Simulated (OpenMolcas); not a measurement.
**Mo²⁺ among point charges: CASSCF levels and susceptibility**

How does a field of 6 point charges split the states of Mo²⁺, and what χT follows?

Method: state-averaged CASSCF, spin-orbit coupling by RASSI with atomic mean-field integrals. Code: OpenMolcas 26.06.

1 further run of the same task is left out (it didn't finish).

## (1) Starting point

- Species: Mo²⁺ (molybdenum, Z = 42, 40 electrons)
- Basis: ANO-RCC-VTZP [7s6p4d2f1g], 68 functions
- Scalar Hamiltonian: DKH2, point nucleus
- Inactive shells: 1s 2s 2p 3s 3p 3d 4s 4p
- Active space: 4 electrons in 5 orbitals (4d)
- Some configurations of this space: 4d4
- Orbitals: optimised for each spin and parity, averaged over all roots

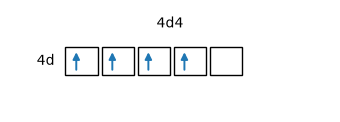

Occupation of the outer shells (arrows by Hund's rule).

The ion sits among 6 point charges of -1.7 e arranged as a trigonal prism (D3h), 2.06 Å from the ion, with a polar angle of 55.5° against the regular 49.1°. The active orbitals were held to one l.

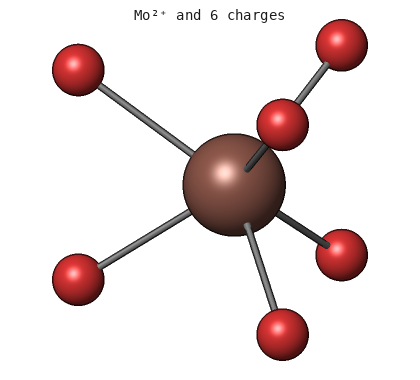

The ion and the point charges (red).

Each step is its own input file, run in one work folder so that later steps find the files of earlier ones. Labels, J, g values, rates, χT and fits are worked out afterwards by a script from the matrices that RASSI stores.

## (2) One- and two-electron integrals

Input file a.inp:

```
&GATEWAY
Coord
1

Mo 0.0 0.0 0.0
Basis=ANO-RCC-VTZP
Group=NoSym
NoMove
AngMom=0.0 0.0 0.0
AMFI
XField
6 Angstrom 0
1.697354 0.000000 1.167301 -1.700000
-0.848677 1.469951 1.167301 -1.700000
-0.848677 -1.469951 1.167301 -1.700000
1.697354 0.000000 -1.167301 -1.700000
-0.848677 1.469951 -1.167301 -1.700000
-0.848677 -1.469951 -1.167301 -1.700000
&SEWARD
```

Launch:

```bash
$ OMP_NUM_THREADS=1 MOLCAS_MEM=1689 MOLCAS_PROJECT=a pymolcas a.inp > a.log
```

The log of the run:

```text
Basis set label: MO.ANO-RCC...7S6P4D2F1G.

      Electronic valence basis set:
      ------------------
      Associated Effective Charge  42.000000 au
      Associated Actual Charge     42.000000 au
      Nuclear Model: Point charge

      Shell  nPrim  nBasis  Cartesian Spherical Contaminant
         s      21       7        X
         p      18       6        X
         d      13       4                 X
         f       6       2                 X
         g       4       1                 X
                  Relativistic Douglas-Kroll-Hess integrals:
                    - DKH order of Hamiltonian: 2
                    - DKH order of Properties : 0
                  Atomic mean-field integrals
```

## (3) CASSCF: quintets, 5 roots

Input file a.inp:

```
&RASSCF
FileOrb=start.orb
Symmetry=1
Spin=5
nActEl=4 0 0
Inactive=18
Ras2=5
CIRoot=5 5 1
SDav=5
CIMx=300
Iter=120 100
PrWF=0.3
OrbListing=Nothing
MaxOrb=0
SupSym
1
20 10 11 12 13 14 19 20 21 22 23 36 37 38 39 40 41 42 43 44 45
>>> COPY $Project.JobIph JOB001
```

start.orb holds the contracted functions of the basis, ordered by shell, or the orbitals of the step before.

The log of the run (excerpt; [...] marks lines left out):

```text
[...]
      Number of active orbitals                  5
[...]
      Spin quantum number                      2.0
[...]
      Active orbitals                            5
[...]
      Number of CSFs                             5
      Number of root(s) required                 5
[...]
      Convergence after 11 iterations
[...]
      Natural orbitals and occupation numbers for root  1
      sym 1:   1.000000   1.000000   1.000000   0.000000   1.000000
      Natural orbitals and occupation numbers for root  2
      sym 1:  -0.000000   1.000000   1.000000   1.000000   1.000000
      Natural orbitals and occupation numbers for root  3
      sym 1:  -0.000000   1.000000   1.000000   1.000000   1.000000
::    RASSCF root number  1 Total energy:  -4050.19611401
::    RASSCF root number  2 Total energy:  -4050.19611400
::    RASSCF root number  3 Total energy:  -4050.18351768
::    RASSCF root number  4 Total energy:  -4050.18351765
::    RASSCF root number  5 Total energy:  -4050.14555969
```

## (4) Reference wave functions, triplets, 45 roots

Input file a.inp:

```
&RASSCF
FileOrb=start.orb
Symmetry=1
Spin=3
nActEl=4 0 0
Inactive=18
Ras2=5
CIRoot=45 45 1
SDav=45
CIMx=300
Iter=120 100
PrWF=0.3
OrbListing=Nothing
MaxOrb=0
SupSym
1
20 10 11 12 13 14 19 20 21 22 23 36 37 38 39 40 41 42 43 44 45
>>> COPY $Project.JobIph JOB002
```

The log of the run (excerpt; [...] marks lines left out):

```text
[...]
      Number of active orbitals                  5
[...]
      Spin quantum number                      1.0
[...]
      Active orbitals                            5
[...]
      Number of CSFs                            45
      Number of root(s) required                45
[...]
      Convergence after 10 iterations
[...]
      Natural orbitals and occupation numbers for root  1
      sym 1:   0.061358   0.061358   0.950503   1.976279   0.950503
      Natural orbitals and occupation numbers for root  2
      sym 1:   0.541915   0.504630   1.906915   0.504627   0.541912
      Natural orbitals and occupation numbers for root  3
      sym 1:   0.541911   0.504632   1.906915   0.504626   0.541917
::    RASSCF root number  1 Total energy:  -4050.17727213
::    RASSCF root number  2 Total energy:  -4050.16037718
::    RASSCF root number  3 Total energy:  -4050.16037718
[...]
::    RASSCF root number 27 Total energy:  -4050.07252683
::    RASSCF root number 28 Total energy:  -4050.07252683
::    RASSCF root number 29 Total energy:  -4050.06536588
::    RASSCF root number 30 Total energy:  -4050.06536588
```

## (5) Reference wave functions, singlets, 50 roots

Input file a.inp:

```
&RASSCF
FileOrb=start.orb
Symmetry=1
Spin=1
nActEl=4 0 0
Inactive=18
Ras2=5
CIRoot=50 50 1
SDav=50
CIMx=300
Iter=120 100
PrWF=0.3
OrbListing=Nothing
MaxOrb=0
SupSym
1
20 10 11 12 13 14 19 20 21 22 23 36 37 38 39 40 41 42 43 44 45
>>> COPY $Project.JobIph JOB003
```

The log of the run (excerpt; [...] marks lines left out):

```text
[...]
      Number of active orbitals                  5
[...]
      Spin quantum number                      0.0
[...]
      Active orbitals                            5
[...]
      Number of CSFs                            50
      Number of root(s) required                50
[...]
      Convergence after  9 iterations
[...]
      Natural orbitals and occupation numbers for root  1
      sym 1:   0.016406   0.016406   0.996738   0.996731   1.973720
      Natural orbitals and occupation numbers for root  2
      sym 1:   0.016406   0.016406   0.996739   0.996729   1.973720
      Natural orbitals and occupation numbers for root  3
      sym 1:   0.107257   0.107257   0.918630   0.918642   1.948215
::    RASSCF root number  1 Total energy:  -4050.14553242
::    RASSCF root number  2 Total energy:  -4050.14553242
::    RASSCF root number  3 Total energy:  -4050.13783184
[...]
::    RASSCF root number 27 Total energy:  -4050.04142562
::    RASSCF root number 28 Total energy:  -4050.03203480
::    RASSCF root number 29 Total energy:  -4050.03104921
::    RASSCF root number 30 Total energy:  -4050.03104920
```

## (6) RASSI: spin-orbit coupling between the states

Input file a.inp:

```
&RASSI
NrOfJobIphs=3 5 45 50
1 2 3 4 5
1 2 3 4 5 6 7 8 9 10 11 12 13 14 15 16 17 18 19 20 21 22 23 24 25 26 27
28 29 30 31 32 33 34 35 36 37 38 39 40 41 42 43 44 45
1 2 3 4 5 6 7 8 9 10 11 12 13 14 15 16 17 18 19 20 21 22 23 24 25 26 27
28 29 30 31 32 33 34 35 36 37 38 39 40 41 42 43 44 45 46 47 48 49 50
IphNames
JOB001
JOB002
JOB003
EJob
SpinOrbit
DIPRint=1.0
SOCoupling=1000.0
Subsets=2
Property=9
'ANGMOM' 1 'ANGMOM' 2 'ANGMOM' 3 'MLTPL  1' 1 'MLTPL  1' 2 'MLTPL  1' 3
'AMFI' 1 'AMFI' 2 'AMFI' 3
SOProperty=3
'ANGMOM' 1 'ANGMOM' 2 'ANGMOM' 3
```

The log of the run (excerpt; [...] marks lines left out):

```text
SPIN-FREE ENERGIES:
  (Shifted by EMIN (a.u.) =      -4050.1961140067)
 SF State       Relative EMIN(au)   Rel lowest level(eV)    D:o, cm**(-1)      L_eff
     1             0.0000000000        0.0000000000              0.0000         2.0
     2             0.0000000041        0.0000001105              0.0009         2.0
     3             0.0125963248        0.3427634600           2764.5737         2.0
     4             0.0125963539        0.3427642502           2764.5801         2.0
     6             0.0188418728        0.5127134783           4135.3131         3.7
     7             0.0357368273        0.9724486097           7843.3270         3.8
     8             0.0357368273        0.9724486097           7843.3270         3.8
     9             0.0412498371        1.1224652496           9053.2928         4.0
    10             0.0412498508        1.1224656238           9053.2958         4.0
     5             0.0505543151        1.3756529956          11095.3897         1.9
[...]
Eigenvalues of complex Hamiltonian:
   -----------------------------------
  (Shifted by EMIN (a.u.) =      -4050.1961140067)
 SO State       Relative EMIN(au)   Rel lowest level(eV)    D:o, cm**(-1)     J-value
     1            -0.0025054218        0.0000000000              0.0000         2.1
     2            -0.0025054215        0.0000000076              0.0001         2.1
     3            -0.0023246707        0.0049184893             39.6703         2.3
     4            -0.0014763497        0.0280024788            225.8552         2.4
     5            -0.0009222782        0.0430795336            347.4599         2.5
     6            -0.0009222740        0.0430796455            347.4608         2.5
     7             0.0000597060        0.0698006834            562.9805         2.4
     8             0.0000597068        0.0698007044            562.9806         2.4
     9             0.0011846892        0.1004130350            809.8857         2.0
    10             0.0011846892        0.1004130350            809.8857         2.0
    11             0.0090711352        0.3150141655           2540.7606         1.9
[...]
```

Time for these steps: 26 s (1 thread, shared host).

Spin-free states, with their symmetry labels:

| state | degeneracy | E (cm-1) | free-ion L (%) |
| --- | --- | --- | --- |
| 5E | 2 | 0 | D (100) |
| 5E | 2 | 2765 | D (100) |
| 3A2 | 1 | 4135 | H (47) |
| triplet | 2 | 7843 | F (46) |
| 3E | 2 | 9053 | H (58) |
| 5A1 | 1 | 11095 | D (100) |
| 1E | 2 | 11101 | I (56) |
| 1A1 | 1 | 12791 | G (69) |
| 3E | 2 | 13877 | H (100) |
| 3E | 2 | 14991 | H (65) |
| 3E | 2 | 15921 | F (51) |
| 1E | 2 | 16712 | G (48) |
| triplet | 2 | 17400 | G (60) |
| singlet | 2 | 17515 | I (86) |
| 3E | 2 | 17689 | G (79) |
| 3E | 2 | 18358 | G (42) |
| 3A2 | 1 | 18710 | F (59) |
| 3E | 2 | 19410 | H (62) |
| 1E | 2 | 20316 | I (100) |
| 3E | 2 | 20850 | D (71) |
| 3E | 2 | 21990 | F (64) |
| 1E | 2 | 22076 | I (82) |
| 3A2 | 1 | 22482 | P (77) |
| 3A1 | 1 | 23486 | G (71) |

With spin-orbit coupling:

| E (cm-1) | Degeneracy | Label | 2S+1 | g |
| --- | --- | --- | --- | --- |
| 0.0 | 2 | E | 5 | 0.00 0.00 5.77 |
| 39.7 | 1 | A1 | 5 |  |
| 225.9 | 1 | A2 | 5 |  |
| 347.5 | 2 | E | 5 | 0.00 0.00 2.13 |
| 563.0 | 2 | E | 5 | 0.00 0.00 5.95 |
| 809.9 | 2 |  | 5 | 0.00 0.00 9.97 |
| 2541 | 1 | A1 | 5 |  |
| 2543 | 1 | A2 | 5 |  |
| 2948 | 2 | E | 5 | 0.00 0.00 0.07 |
| 3280 | 2 | E | 5 | 0.00 0.00 4.04 |
| 3565 | 2 |  | 5 | 0.00 0.00 8.00 |
| 3813 | 2 | E | 5 | 0.00 0.00 11.95 |
| 4416 | 1 | A1 | 3 |  |
| 4711 | 2 | E | 3 | 0.00 0.00 4.01 |
| 7436 | 2 | E | 3 | 0.00 0.00 2.02 |
| 8433 | 2 |  | 3 | 0.00 0.00 6.03 |
| 9102 | 2 | E | 3 | 0.00 0.00 9.80 |
| 9296 | 1 | A2 | 3 |  |
| 9366 | 1 | A1 | 3 |  |
| 9519 | 2 | E | 3 | 0.00 0.00 2.03 |
| 9887 | 2 | E | 3 | 0.00 0.00 6.03 |
| 11565 | 1 | A1 | 5 |  |
| 11567 | 2 | E | 5 | 0.00 0.00 3.97 |
| 11568 | 2 | E | 5 | 0.00 0.00 7.94 |

The table of states holds 24 of 58 computed; the rest, higher up, is left out. Labels of spin-orbit levels are those of the rotation subgroup (D3 for D3h). Principal g values are given for doublets only; a zero marks a field direction without first-order Zeeman splitting.

Powder χT (cm³ K/mol): 1.09 at 2 K, 1.15 at 5 K, 1.26 at 10 K, 1.42 at 20 K, 1.60 at 50 K, 1.71 at 100 K, 1.81 at 150 K, 1.90 at 200 K, 1.99 at 250 K, 2.06 at 300 K.

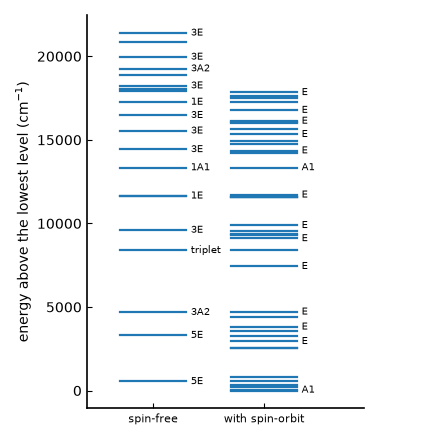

The states in the field without (left) and with (right) spin-orbit coupling.

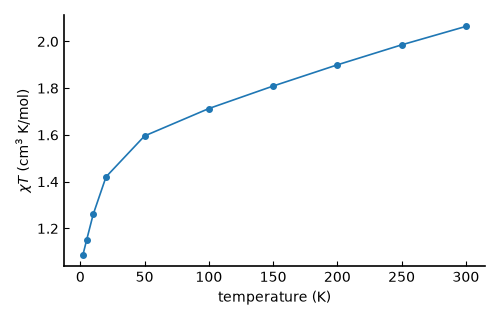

χT against temperature.

## (7) Outcome

```
                                            quantity                           value
                                              method                          CASSCF
                              spin-free ground state  5E, 2-fold in its orbital part
first state of the same spin within the active space                 5E at 2760 cm⁻¹
                                        lowest level  2-fold E, g = 0.00, 0.00, 5.77
                                          next level                       39.7 cm⁻¹
                                         χT at 300 K                  2.06 cm³ K/mol
                           effective moment at 300 K                         4.06 μB
```

What this shows: The spin-free ground state (5E) comes to 100 % from free-ion D terms and keeps the highest spin of the shell. χT at 300 K is 2.06, against 3.01 cm³ K/mol for the spin alone, so spin-orbit coupling lowers it. An active space of the d shell alone favours high spin; real ions in strong fields can be low spin. The field of point charges can differ much from that of real complexes. With metal d orbitals alone active, the gaps between spin states are rough; where two lie within a few thousand cm-1, their order is open. This is an electrostatic model: the charges have no orbitals.
